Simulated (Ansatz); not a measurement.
## Electronic structure of F3NW in real space

Input

```
crystal:
  periodic: [false, false, false]
  atoms:
    - {symbol: W, position_ang: [0.000301, -0.000544, -0.065800]}
    - {symbol: N, position_ang: [-0.007250, 0.013155, 1.584814]}
    - {symbol: F, position_ang: [1.808616, -0.002367, -0.498094]}
    - {symbol: F, position_ang: [-0.902361, 1.559143, -0.523454]}
    - {symbol: F, position_ang: [-0.899297, -1.569386, -0.497476]}
basis:
  gaussian: {orbitals: def2-TZVP, initial_orbitals: start.molden}
hamiltonian: {xc: pbe0, dispersion: d4}
scf: {omitted_lower_state_checks: [starts]}
output: {orbitals: {seedname: orbitals}}
```

Run with:

```sh
ansatz run in.yaml --threads 4 --pin off --events-out ev --progress --plain --max-ram 3916MiB
```

Geometry: PBE0-D4/def2-SVP; core potentials replace the inner electrons of W.

The calculation used RKS PBE0-D4/def2-TZVP (Ansatz 0.2.0).

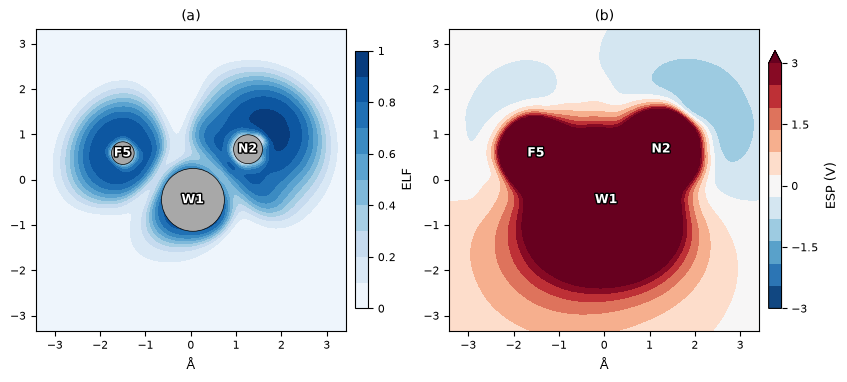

Figure 1. (a) ELF; (b) electrostatic potential on the plane of atoms N2, W1 and F5. Grey discs cover the atomic cores in the ELF map.

### Describe what can be read from this map.

The plane passes through W, N and F nuclei. W–N (1.65 Å): the ELF peaks at about 0.80 in the valence shell of N, 0.5 Å from its nucleus, and drops to about 0.45 between the two atoms. W–F (1.86 Å): the ELF peaks at about 0.80 in the valence shell of F, 0.5 Å from its nucleus, and drops to about 0.25 between the two atoms. Outside the dense part of the molecule the potential is most negative (−1.3 V) near N2.

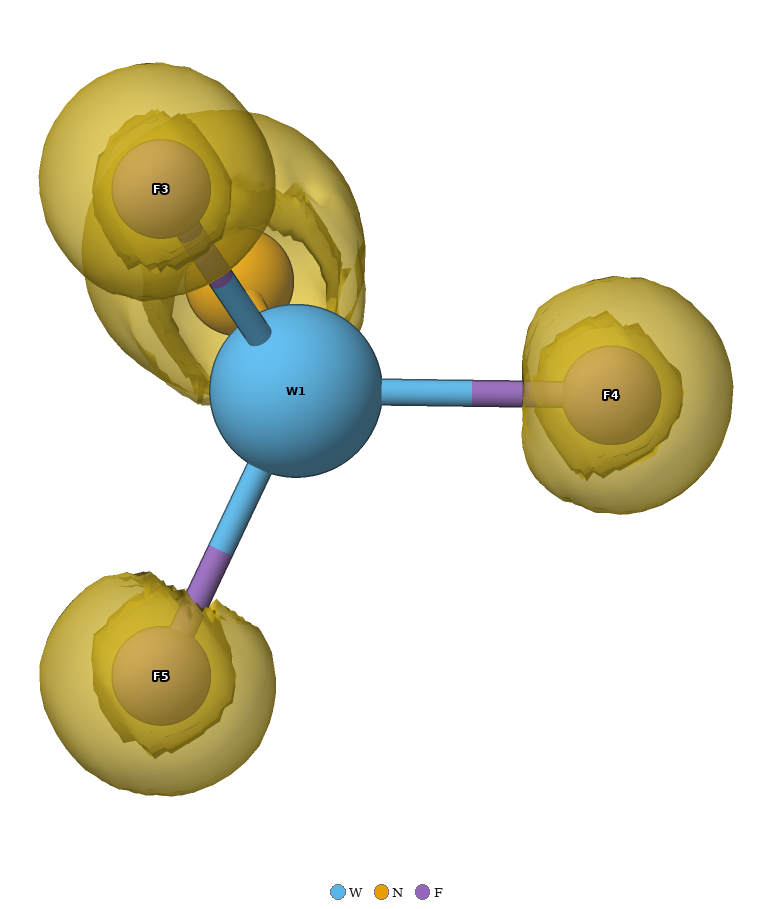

Figure 2. Isosurface of the ELF at 0.8 (yellow), seen at a tilt. Core shells and regions of very low density are left out.

### Where are the electrons localised?

At this value the surface marks out one lobe on N, pointing away from the bonds (lone pairs) and three regions wrapped around F (the valence shell of each).

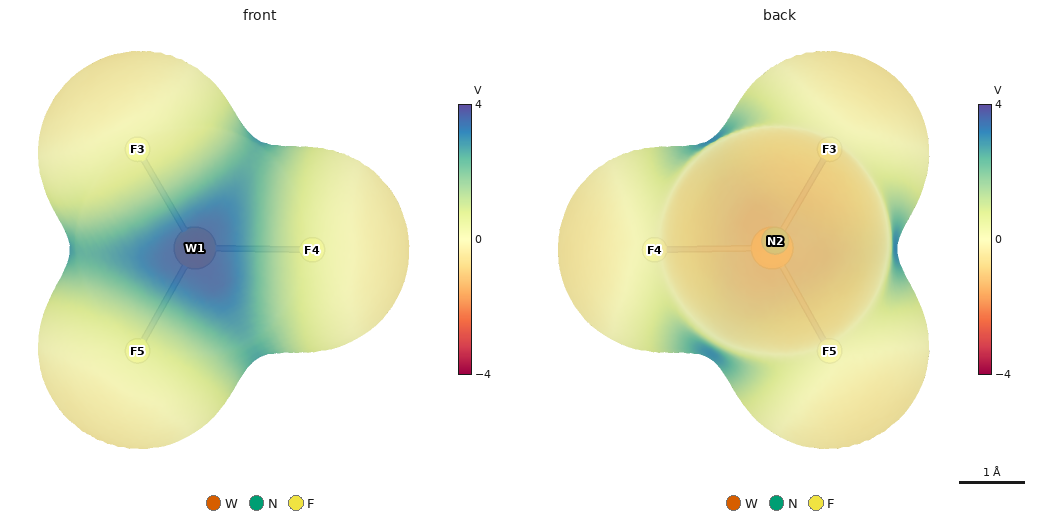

Figure 3. The electrostatic potential painted on the density surface at 0.002 e/bohr³, seen from the front and from behind; red is negative and blue positive.

### Describe the electrostatic potential map.

The most negative region (about −1.2 V, or −28 kcal/mol for a unit charge) lies over N2, the most positive (about +3.6 V, or +83 kcal/mol for a unit charge) over W1. N2 is the likeliest acceptor of a hydrogen bond.
